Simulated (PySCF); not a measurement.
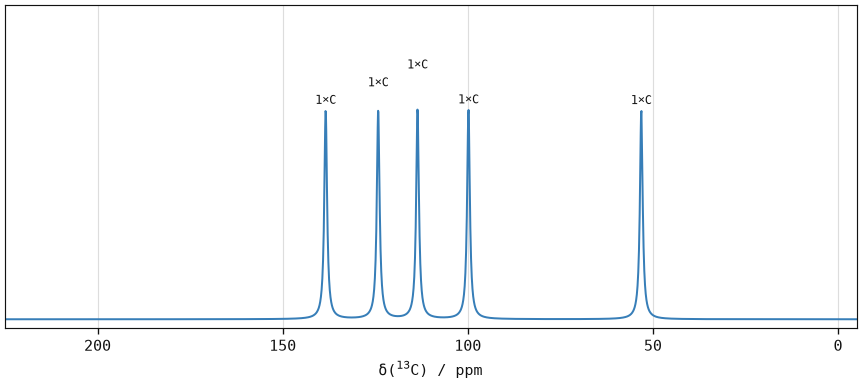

GIAO shifts, PBE0/pcSseg-1 with PySCF, at a GFN2-xTB geometry (no frequency check), against TMS for ¹³C computed at the same level. Gas phase, fully decoupled, line heights follow the number of nuclei, widths are arbitrary (no quadrupolar broadening); values of one conformer, averaged over nuclei that symmetry or rotation about single bonds exchange, these motions taken as fast; other conformers aren't averaged in.

Question: Which molecule was computed?
A. C₅H₈OSi, SMILES [SiH3]Cc1ccco1
B. C₃H₆O₄S, SMILES CO/C=C\S(=O)(=O)O
C. C₅H₈OSi, SMILES C=CC#C[SiH2]OC
D. C₆H₉BO₂, SMILES CC1=CCC=C1B(O)O

Answer: Option C. Its ¹³C signals: 138.4 (1 C), 124.2 (1 C), 113.6 (1 C), 99.8 (1 C), 53.1 (1 C) ppm.

Caveats: the tight-binding geometry is rougher than a DFT one and adds to the error.
